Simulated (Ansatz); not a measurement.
# C₃H₅BN₂O: what the fields show

```xyz
12

C    -1.7557    0.3152    1.1450
C    -1.7337   -0.6471    0.1241
C     0.1649    0.2973    0.0093
B    -2.8177    0.7111    2.1409
N    -0.5697   -0.6544   -0.5513
N    -0.5006    0.8964    1.0051
O     0.0409    1.8379    1.8092
H    -3.8632    0.1098    2.1510
H    -2.6430    1.6265    2.9131
H    -2.5494   -1.3260   -0.1280
H     1.1811    0.5842   -0.2614
H    -0.5525    2.6014    1.7554
```

Geometry: PBE0-D3(BJ)/def2-SVP.

All numbers below come from isolated molecule in a Gaussian basis; Kohn-Sham density functional theory, functional PBE0 (Ansatz 0.2.0).

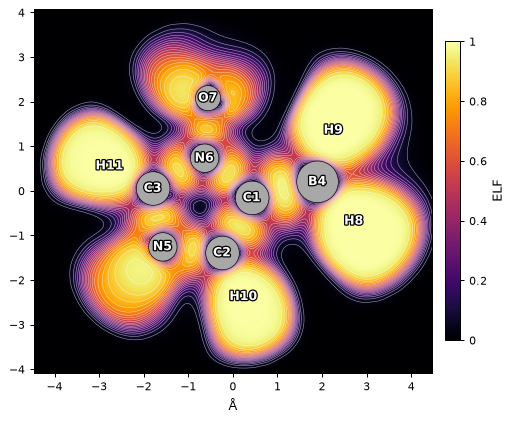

Figure 1. ELF on the plane of atoms N6, C3 and H11. Grey discs cover the atomic cores.

### Read the bonding off the picture.

The section cuts through C, B, N, O and H sites. C–N (1.33 Å): the ELF peaks at about 0.90 between the atoms (a covalent bond). N–O (1.35 Å): the ELF peaks at about 0.90 between the atoms, as expected for a shared electron pair. C–C (1.40 Å): the ELF peaks at about 0.95 between the atoms; a covalent bond. C–B (1.51 Å): the ELF peaks at about 0.95 between the atoms: a covalent bond. C–N (1.39 Å): the ELF peaks at about 0.90 between the atoms; a covalent bond. The ELF also peaks beside N5 and O7, away from the bonds: lone-pair regions.

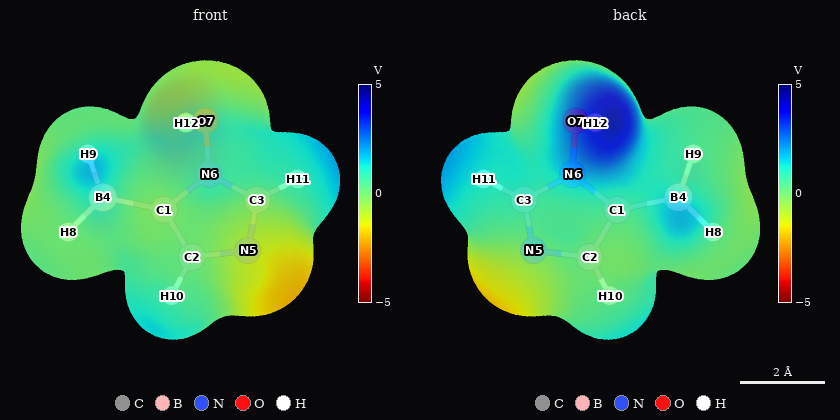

Figure 2. The electrostatic potential painted on the density surface at 0.004 e/bohr³, seen from the front and from behind; red is negative and blue positive.

### Where is the surface potential most negative and most positive?

The most negative region (about −2.1 V, or −48 kcal/mol for a unit charge) lies over N5, the most positive (about +4.1 V, or +95 kcal/mol for a unit charge) over H12. N5 is the likeliest acceptor of a hydrogen bond.

### How polar is the molecule by this calculation?

Its dipole moment is 2.36 D.

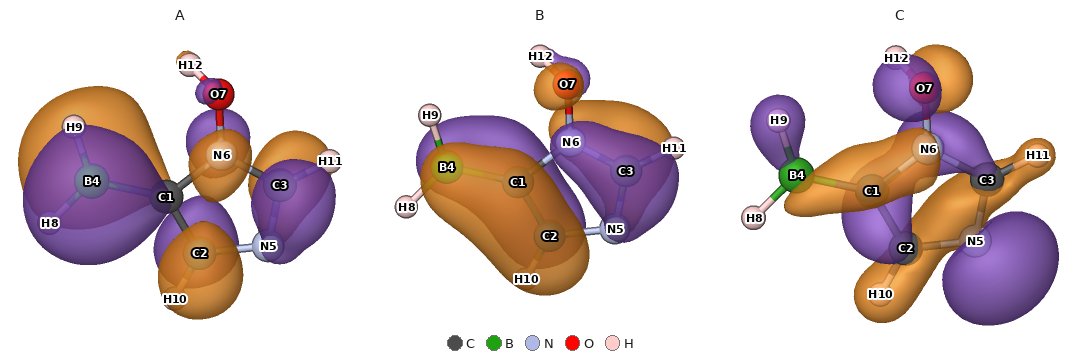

Figure 3. Three frontier orbitals at ±0.08 Å⁻³ᐟ² (orange and purple are the two phases), in no order.

### Which picture is the HOMO−1, the HOMO and the LUMO?

C is the HOMO−1 (−8.16 eV). By Hirshfeld shares it lies mainly on N5 (about 55 %), C2 (about 10 %), C1 (about 10 %), O7 (about 5 %), N6 (about 5 %) and C3 (about 5 %). B is the HOMO (−7.51 eV). It lies mainly on C1 (about 30 %), C2 (about 20 %), C3 (about 20 %), B4 (about 10 %) and N6 (about 10 %). A is the LUMO (−2.09 eV). Its weight (Hirshfeld) is mainly on B4 (about 45 %), C2 (about 15 %), C3 (about 10 %), C1 (about 10 %) and N6 (about 5 %).

### What is the HOMO–LUMO gap?

5.42 eV between the orbital energies.
